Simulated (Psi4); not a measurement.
**Run report: CF₃, geometry relaxation**

- system: CF₃, multiplicity 2
- method: B3LYP/6-31G, UKS, dispersion D3(BJ) (Psi4 1.11)

The geometry comes from this level: PBE0-D4/def2-TZVP.

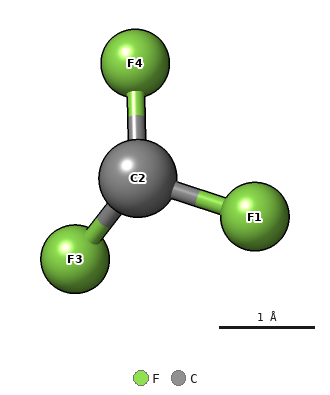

*The starting structure (ball-and-stick view, seen at a tilt; atoms are numbered from 1 in the order of the input).*

Bond lengths as drawn: C–F 1.31 Å.

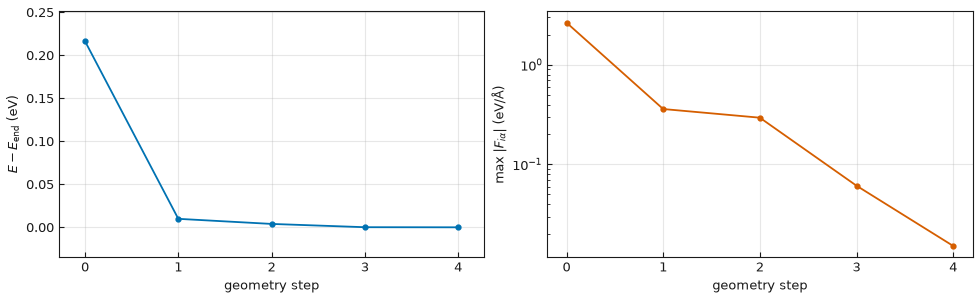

*Progress of the relaxation, step by step (steps are counted from 0).*

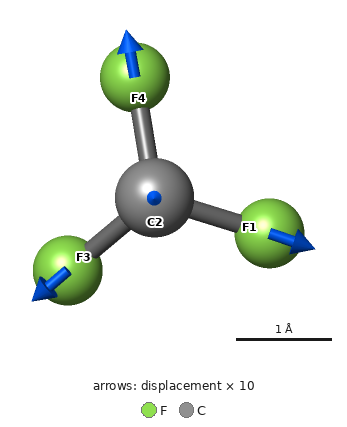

*The starting structure with the displacements as blue arrows, magnified 10 times (ball-and-stick view, seen at a tilt). The two geometries are laid on each other by the best rigid fit.*

The largest moves after the best rigid fit, 0.052 Å, are those of F1, F3 and F4. By element the largest moves are F 0.052 Å, C 0.012 Å. Distances before and after: C2–F3 1.313 → 1.367 Å. Over 4 geometry steps the energy falls by 0.216 eV. The largest force component goes from 2.7 to 0.015 eV/Å. (Atoms are counted from 1 in the order of the input.)

These pictures come from the run below.

### The input (cf3_ase.py)
```python
import numpy as np
from ase.calculators.psi4 import Psi4
from ase import Atoms
from ase.optimize import BFGS

a = Atoms(['F', 'C', 'F', 'F'], positions=[
    [-1.227500, 0.024900, 0.265400],
    [-0.039500, -0.059500, -0.286700],
    [0.658900, -1.044900, 0.227300],
    [0.608100, 1.079500, -0.205900],
])
calc = Psi4(atoms=a, method='b3lyp-d3bj2b', basis='6-31G', memory='1600MB', num_threads=1, charge=0, multiplicity=2, label='cf3', reference='uks')
a.calc = calc

opt = BFGS(a)
done = opt.run(fmax=0.02, steps=40)
print('converged:', done)
for s, p in zip(a.symbols, a.positions):
    print(f'{s:2s} {p[0]:12.6f} {p[1]:12.6f} {p[2]:12.6f}')
```

Launched with:
```bash
python cf3_ase.py
```

### Output
```
gradient() will perform analytic gradient computation.

   => Loading Basis Set <=

    Name: 6-31G
    Role: ORBITAL
    Keyword: BASIS

   => B3LYP-D3(BJ): Empirical Dispersion <=

        s6 =       1.000000
        s8 =       1.988900
        a1 =       0.398100
        a2 =       4.421100

         ---------------------------------------------------------
                                   SCF
                              UKS Reference
                        1 Threads,   1525 MiB Core
         ---------------------------------------------------------

  ==> Geometry <==

    Molecular point group: c1
    Full point group: C1

    Geometry (in Angstrom), charge = 0, multiplicity = 2:

       Center              X                  Y                   Z               Mass
    ------------   -----------------  -----------------  -----------------  -----------------
         F           -1.281852597505     0.019617745325     0.246229126798    18.998403162730
         C           -0.045321140942    -0.068208945390    -0.329087113942    12.000000000000
         F            0.681625682588    -1.094117544985     0.206365046617    18.998403162730
         F            0.628853199276     1.117582754457    -0.244732210834    18.998403162730

  Running in c1 symmetry.

  Rotational constants: A =      0.33655  B =      0.33650  C =      0.17407 [cm^-1]
  Rotational constants: A =  10089.61605  B =  10088.09299  C =   5218.46570 [MHz]
  Nuclear repulsion =  119.682816023719880

  Charge       = 0
  Multiplicity = 2
  Electrons    = 33
  Nalpha       = 17
  Nbeta        = 16

  ==> Algorithm <==

  SCF Algorithm Type is DF.
  DIIS enabled.
  MOM disabled.
  Fractional occupation disabled.
  Guess Type is SAD.
  Energy threshold   = 1.00e-08
  Density threshold  = 1.00e-08
  Integral threshold = 1.00e-12

  ==> Primary Basis <==

  Basis Set: 6-31G
    Blend: 6-31G
    Number of shells: 20
    Number of basis functions: 36
    Number of Cartesian functions: 36
    Spherical Harmonics?: false
    Max angular momentum: 1

  ==> DFT Potential <==

   => LibXC <=

    Version 7.1.2

   => Composite Functional: B3LYP-D3BJ2B <=

    B3LYP-d3bj2b Hyb-GGA Exchange-Correlation Functional

    Deriv               =              1
    GGA                 =           TRUE
    Meta                =          FALSE

    Exchange Hybrid     =           TRUE
    MP2 Hybrid          =          FALSE

   => Exchange Functionals <=

    0.0800   Slater exchange
    0.7200         Becke 88

   => Exact (HF) Exchange <=

    0.2000               HF

   => Correlation Functionals <=

    0.1900   Vosko, Wilk & Nusair (VWN5_RPA)
    0.8100   Lee, Yang & Parr

   => LibXC Density Thresholds  <==

    XC_HYB_GGA_XC_B3LYP:  1.00E-15

   => Molecular Quadrature <=

    Radial Scheme          =       TREUTLER
    Pruning Scheme         =           NONE
    Nuclear Scheme         =       TREUTLER

    Blocking Scheme        =         OCTREE
    BS radius alpha        =              1
    Pruning alpha          =              1
    Radial Points          =             75
    Spherical Points       =            302
    Total Points           =          86453
    Total Blocks           =            704
    Max Points             =            256
    Max Functions          =             35
    Weights Tolerance      =       1.00E-15

   => Loading Basis Set <=

    Name: (6-31G AUX)
    Role: JKFIT
    Keyword: DF_BASIS_SCF

  ==> Integral Setup <==

  DFHelper Memory: AOs need 0.004 GiB; user supplied 1.038 GiB.
  SCF_SUBTYPE=INCORE selected. In-core MEM_DF algorithm will be used.
  Using in-core AOs.

  ==> MemDFJK: Density-Fitted J/K Matrices <==

    J tasked:                   Yes
    K tasked:                   Yes
    wK tasked:                   No
    Memory [MiB]:              1062
    Algorithm:                 Core
    Schwarz Cutoff:           1E-12
    Mask sparsity (%):       0.4630
    Fitting Condition:        1E-10

   => Auxiliary Basis Set <=

  Basis Set: (6-31G AUX)
    Blend: CC-PVDZ-JKFIT
    Number of shells: 96
    Number of basis functions: 324
    Number of Cartesian functions: 324
    Spherical Harmonics?: false
    Max angular momentum: 3

  Cached 100.0% of DFT collocation blocks in 0.080 [GiB].

  Minimum eigenvalue in the overlap matrix is 2.6383350702E-02.
  Reciprocal condition number of the overlap matrix is 7.9233250918E-03.
    Using symmetric orthogonalization.

  ==> Pre-Iterations <==

  SCF Guess: Superposition of Atomic Densities via on-the-fly atomic UHF (no occupation information).

   -------------------------
    Irrep   Nso     Nmo
   -------------------------
     A         36      36
   -------------------------
    Total      36      36
   -------------------------

  ==> Iterations <==

                           Total Energy        Delta E     RMS |[F,P]|

   @DF-UKS iter SAD:  -337.13745308213134   -3.37137e+02   0.00000e+00
   @DF-UKS iter   1:  -337.40447075976880   -2.67018e-01   1.18390e-02 DIIS/ADIIS
   @DF-UKS iter   2:  -337.29846228561195    1.06008e-01   1.96280e-02 DIIS/ADIIS
   @DF-UKS iter   3:  -337.46947896352810   -1.71017e-01   6.02448e-04 DIIS/ADIIS
   @DF-UKS iter   4:  -337.46964104232666   -1.62079e-04   1.84702e-04 DIIS/ADIIS
   @DF-UKS iter   5:  -337.46966957684020   -2.85345e-05   3.15551e-05 DIIS
   @DF-UKS iter   6:  -337.46967109916739   -1.52233e-06   6.86790e-06 DIIS
   @DF-UKS iter   7:  -337.46967119170330   -9.25359e-08   2.17085e-06 DIIS
   @DF-UKS iter   8:  -337.46967119280612   -1.10282e-09   1.93949e-06 DIIS
   @DF-UKS iter   9:  -337.46967119446447   -1.65835e-09   5.18333e-08 DIIS
   @DF-UKS iter  10:  -337.46967119446731   -2.84217e-12   4.95477e-09 DIIS
  Energy and wave function converged.

  ==> Post-Iterations <==

   Electrons on quadrature grid:
      Nalpha   =   17.0000002635 ; deviation = 2.635e-07
      Nbeta    =   16.0000003161 ; deviation = 3.161e-07
      Ntotal   =   33.0000005796 ; deviation = 5.796e-07

   @Spin Contamination Metric:   1.616546758E-03
   @S^2 Expected:                7.500000000E-01
   @S^2 Observed:                7.516165468E-01
   @S   Expected:                5.000000000E-01
   @S   Observed:                5.000000000E-01

    Orbital Energies [Eh]
    ---------------------

    Alpha Occupied:

       1A    -24.768854     2A    -24.768820     3A    -24.768806
       4A    -10.466060     5A     -1.340360     6A     -1.261747
       7A     -1.261726     8A     -0.719512     9A     -0.609082
      10A     -0.609070    11A     -0.576392    12A     -0.486765
      13A     -0.486757    14A     -0.461657    15A     -0.461646
      16A     -0.440968    17A     -0.294577

    Alpha Virtual:

      18A      0.086842    19A      0.120577    20A      0.120618
      21A      0.462999    22A      0.478906    23A      0.478909
      24A      0.525034    25A      1.078173    26A      1.078208
      27A      1.182833    28A      1.198851    29A      1.198871
      30A      1.288315    31A      1.313353    32A      1.391533
      33A      1.391560    34A      1.935977    35A      1.936004
      36A      2.213396

    Beta Occupied:

       1A    -24.764981     2A    -24.764951     3A    -24.764936
       4A    -10.449912     5A     -1.329722     6A     -1.252371
       7A     -1.252349     8A     -0.700907     9A     -0.597618
      10A     -0.597606    11A     -0.537569    12A     -0.476188
      13A     -0.476182    14A     -0.452614    15A     -0.452601
      16A     -0.437730

    Beta Virtual:

      17A     -0.126309    18A      0.099547    19A      0.149930
      20A      0.149972    21A      0.488258    22A      0.488264
      23A      0.500067    24A      0.552629    25A      1.083129
      26A      1.083164    27A      1.185688    28A      1.206831
      29A      1.206850    30A      1.303164    31A      1.314864
      32A      1.394366    33A      1.394395    34A      1.944050
      35A      1.944076    36A      2.220702

    Final Occupation by Irrep:
              A
    DOCC [    16 ]
    SOCC [     1 ]
    NA   [    17 ]
    NB   [    16 ]

  @DF-UKS Final Energy:  -337.46967119446731

   => Energetics <=

    Nuclear Repulsion Energy =            119.6828160237198801
    One-Electron Energy =                -705.9128643092284392
    Two-Electron Energy =                 278.4509144478539042
    DFT Exchange-Correlation Energy =     -29.6884990417118466
    Empirical Dispersion Energy =          -0.0020383151007569
    VV10 Nonlocal Energy =                  0.0000000000000000
    Total Energy =                       -337.4696711944673098

  UHF NO Occupations:
  HONO-2 :   15  A 1.9998501
  HONO-1 :   16  A 1.9995940
  HONO-0 :   17  A 1.0000000
  LUNO+0 :   18  A 0.0004060
  LUNO+1 :   19  A 0.0001499
  LUNO+2 :   20  A 0.0001498
  LUNO+3 :   21  A 0.0000437

Computation Completed

Properties will be evaluated at   0.000000,   0.000000,   0.000000 [a0]

Properties computed using the SCF density matrix

 Multipole Moments:

 ------------------------------------------------------------------------------------
     Multipole            Electronic (a.u.)      Nuclear  (a.u.)        Total (a.u.)
 ------------------------------------------------------------------------------------

 L = 1.  Multiply by 2.5417464519 to convert [e a0] to [Debye]
 Dipole X            :          0.0071221           -0.0270047           -0.0198827
 Dipole Y            :          0.0105572           -0.0406425           -0.0300853
 Dipole Z            :          0.0511045           -0.1960875           -0.1449829
 Magnitude           :                                                    0.1494004

 ------------------------------------------------------------------------------------

	total time  =          1 seconds =       0.02 minutes

         ------------------------------------------------------------
                                   SCF GRAD
         ------------------------------------------------------------

  ==> Geometry <==

    Molecular point group: c1
    Full point group: C1

    Geometry (in Angstrom), charge = 0, multiplicity = 2:

       Center              X                  Y                   Z               Mass
    ------------   -----------------  -----------------  -----------------  -----------------
         F           -1.281852597505     0.019617745325     0.246229126798    18.998403162730
         C           -0.045321140942    -0.068208945390    -0.329087113942    12.000000000000
         F            0.681625682588    -1.094117544985     0.206365046617    18.998403162730
         F            0.628853199276     1.117582754457    -0.244732210834    18.998403162730

  Nuclear repulsion =  119.682816023719880

  ==> Basis Set <==

  Basis Set: 6-31G
    Blend: 6-31G
    Number of shells: 20
    Number of basis functions: 36
    Number of Cartesian functions: 36
    Spherical Harmonics?: false
    Max angular momentum: 1

  ==> DFJKGrad: Density-Fitted SCF Gradients <==

    Gradient:                    1
    J tasked:                  Yes
    K tasked:                  Yes
    wK tasked:                  No
    Integrals threads:           1
    Memory [MiB]:             1144
    Schwarz Cutoff:          1E-12
    Fitting Condition:       1E-10

   => Auxiliary Basis Set <=

  Basis Set: (6-31G AUX)
    Blend: CC-PVDZ-JKFIT
    Number of shells: 96
    Number of basis functions: 324
    Number of Cartesian functions: 324
    Spherical Harmonics?: false
    Max angular momentum: 3

  ==> DFT Potential <==

   => LibXC <=

    Version 7.1.2

   => Composite Functional: B3LYP-D3BJ2B <=

    B3LYP-d3bj2b Hyb-GGA Exchange-Correlation Functional

    Deriv               =              1
    GGA                 =           TRUE
    Meta                =          FALSE

    Exchange Hybrid     =           TRUE
    MP2 Hybrid          =          FALSE

   => Exchange Functionals <=

    0.0800   Slater exchange
    0.7200         Becke 88

   => Exact (HF) Exchange <=

    0.2000               HF

   => Correlation Functionals <=

    0.1900   Vosko, Wilk & Nusair (VWN5_RPA)
    0.8100   Lee, Yang & Parr

   => LibXC Density Thresholds  <==

    XC_HYB_GGA_XC_B3LYP:  1.00E-15

   => Molecular Quadrature <=

    Radial Scheme          =       TREUTLER
    Pruning Scheme         =           NONE
    Nuclear Scheme         =       TREUTLER

    Blocking Scheme        =         OCTREE
    BS radius alpha        =              1
    Pruning alpha          =              1
    Radial Points          =             75
    Spherical Points       =            302
    Total Points           =          86453
    Total Blocks           =            704
    Max Points             =            256
    Max Functions          =             35
    Weights Tolerance      =       1.00E-15

  -Total Gradient:
     Atom            X                  Y                   Z
    ------   -----------------  -----------------  -----------------
       1       -0.000154522620    -0.000030460971     0.000075615551
       2       -0.000017502357    -0.000064589556    -0.000264667293
       3        0.000128245495    -0.000110172515     0.000295985276
       4        0.000188128400     0.000146047867    -0.000096974888

	total time  =          1 seconds =       0.02 minutes
```

### Standard output
```
Step     Time          Energy          fmax
BFGS:    0 18:23:18    -9182.801159        2.862463
BFGS:    1 18:23:20    -9183.007628        0.371640
BFGS:    2 18:23:22    -9183.013550        0.303523
BFGS:    3 18:23:24    -9183.017371        0.062519
BFGS:    4 18:23:26    -9183.017494        0.017528
converged: True
F     -1.277729     0.025800     0.276507
C     -0.041197    -0.062027    -0.298809
F      0.685749    -1.087935     0.236643
F      0.632977     1.123765    -0.214454
```

### Trajectory as extended XYZ (Å, eV, eV/Å), 5 frames, from step=0 to step=4
```
4
Properties=species:S:1:pos:R:3:forces:R:3 step=0 energy=-9182.80123
F    -1.2275    0.0249    0.2654   -2.6538   0.1454   1.0383
C    -0.0395   -0.0595   -0.2867   -0.2751  -0.4059  -1.9811
F     0.6589   -1.0449    0.2273    1.5247  -2.2254   0.9574
F     0.6081    1.0795   -0.2059    1.4103   2.4875  -0.0105
4
Properties=species:S:1:pos:R:3:forces:R:3 step=1 energy=-9183.00770
F    -1.2658    0.0264    0.2773   -0.3309  -0.0235  -0.0756
C    -0.0439   -0.0659   -0.3179    0.0531   0.0740   0.3603
F     0.6803   -1.0773    0.2381    0.1414  -0.2957  -0.0917
F     0.6278    1.1144   -0.2089    0.1309   0.2395  -0.1984
4
Properties=species:S:1:pos:R:3:forces:R:3 step=2 energy=-9183.01362
F    -1.2713    0.0262    0.2770   -0.1502  -0.0240  -0.0823
C    -0.0430   -0.0647   -0.3123    0.0389   0.0604   0.2949
F     0.6828   -1.0821    0.2374    0.0551  -0.1403  -0.0854
F     0.6302    1.1187   -0.2114    0.0508   0.0940  -0.1338
4
Properties=species:S:1:pos:R:3:forces:R:3 step=3 energy=-9183.01744
F    -1.2780    0.0257    0.2755    0.0271  -0.0022  -0.0145
C    -0.0415   -0.0624   -0.3013    0.0084   0.0095   0.0612
F     0.6858   -1.0881    0.2358   -0.0203   0.0161  -0.0251
F     0.6329    1.1237   -0.2153   -0.0158  -0.0222  -0.0184
4
Properties=species:S:1:pos:R:3:forces:R:3 step=4 energy=-9183.01757
F    -1.2778    0.0257    0.2753    0.0080   0.0016  -0.0039
C    -0.0413   -0.0622   -0.3000    0.0009   0.0033   0.0136
F     0.6856   -1.0881    0.2355   -0.0066   0.0057  -0.0152
F     0.6329    1.1236   -0.2156   -0.0097  -0.0075   0.0050
```

### Key numbers

| quantity | value |
| --- | --- |
| outcome | converged |
| total energy | −337.469671 hartree |
| dispersion energy | −0.002038 hartree |
| basis functions | 36 |
| ⟨S²⟩ | 0.752 |
| dipole moment | 0.38 D |
| hardware | 1 thread of Intel Xeon (Granite Rapids), 12 GiB of memory available, shared host |
| wall time | 12 s |
| peak memory | 0.35 GiB |
